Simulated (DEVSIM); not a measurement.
Structure: Pd/AlN/SiO2/p-Si capacitor, at 250 K.

```
layer (left to right)  material  thickness (nm)  Na (cm⁻³)
---------------------  --------  --------------  ---------
1                           AlN            1.30          -
2                          SiO2           0.630          -
3                            Si            2800     4.1e16
```

Metal gate on the left, work function 5.2 eV. Fixed charge at the semiconductor interface 2.7e12 cm⁻² (in units of +e); interface traps 5.7e10 cm⁻² eV⁻¹, uniform in energy, neutral level at 0.5 of the gap above the valence band.

Constants are typed, rounded textbook-type inputs, not results; the design itself was drawn at random and stands for no fabricated device. Values at 300 K; Nc and Nv go as T^1.5, mobilities as T to minus their exponent, the gap by Varshni's rule with the affinity fixed.

| parameter | AlN | SiO2 | Si |
|---|---|---|---|
| gap (eV) | 6.1 | 9 | 1.124 |
| affinity (eV) | 1.9 | 0.9 | 4.05 |
| permittivity | 8.5 | 3.9 | 11.7 |
| Nc (cm⁻³) | - | - | 2.86e19 |
| Nv (cm⁻³) | - | - | 3.1e19 |
| Varshni α (eV/K) | - | - | 0.000473 |
| Varshni β (K) | - | - | 636 |

DEVSIM, 1D Poisson equation in equilibrium, Boltzmann statistics, complete ionisation; no quantum confinement or tunnelling. Metal contacts follow the ideal Schottky-Mott rule: no Fermi-level pinning, no interface dipoles.

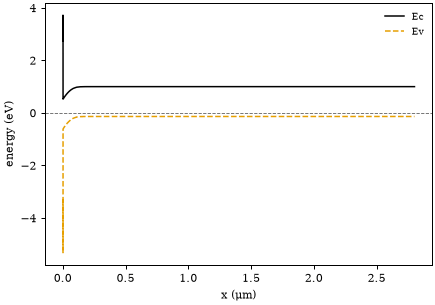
Figure. Band edges at 0.5 V on the gate

Energies count from the Fermi level of the right contact; mesh points crowd at the junctions.

| x (μm) | Ec (eV) | Ev (eV) | n (cm⁻³) | p (cm⁻³) | field (V/cm) |
|---|---|---|---|---|---|
| 0.000 | 2.800 | -3.300 | < 1e2 | < 1e2 | -470000 |
| 0.0006348 | 2.770 | -3.330 | < 1e2 | < 1e2 | -470000 |
| 0.001272 | 2.740 | -3.360 | < 1e2 | < 1e2 | -630000 |
| 0.001680 | 3.699 | -5.301 | < 1e2 | < 1e2 | -1000000 |
| 0.002979 | 0.532 | -0.604 | 4.2e8 | 1.5e7 | 75000 |
| 0.005425 | 0.550 | -0.586 | 1.8e8 | 3.6e7 | 74000 |
| 0.01025 | 0.585 | -0.551 | 3.5e7 | 1.8e8 | 71000 |
| 0.02609 | 0.689 | -0.447 | 290000 | 2.2e10 | 61000 |
| 0.05235 | 0.826 | -0.310 | 490 | 1.3e13 | 44000 |
| 0.1094 | 0.976 | -0.160 | < 1e2 | 1.4e16 | 11000 |
| 0.2221 | 0.999 | -0.137 | < 1e2 | 4.1e16 | 34 |
| 0.5918 | 0.999 | -0.137 | < 1e2 | 4.1e16 | ≈ 0 |
| 1.205 | 0.999 | -0.137 | < 1e2 | 4.1e16 | ≈ 0 |
| 2.015 | 0.999 | -0.137 | < 1e2 | 4.1e16 | ≈ 0 |
| 2.498 | 0.999 | -0.137 | < 1e2 | 4.1e16 | ≈ 0 |
| 2.658 | 0.999 | -0.137 | < 1e2 | 4.1e16 | ≈ 0 |
| 2.732 | 0.999 | -0.137 | < 1e2 | 4.1e16 | ≈ 0 |
| 2.769 | 0.999 | -0.137 | < 1e2 | 4.1e16 | ≈ 0 |
| 2.790 | 0.999 | -0.137 | < 1e2 | 4.1e16 | ≈ 0 |
| 2.797 | 0.999 | -0.137 | < 1e2 | 4.1e16 | ≈ 0 |
| 2.800 | 0.999 | -0.137 | < 1e2 | 4.1e16 | ≈ 0 |
| 2.802 | 0.999 | -0.137 | < 1e2 | 4.1e16 | ≈ 0 |
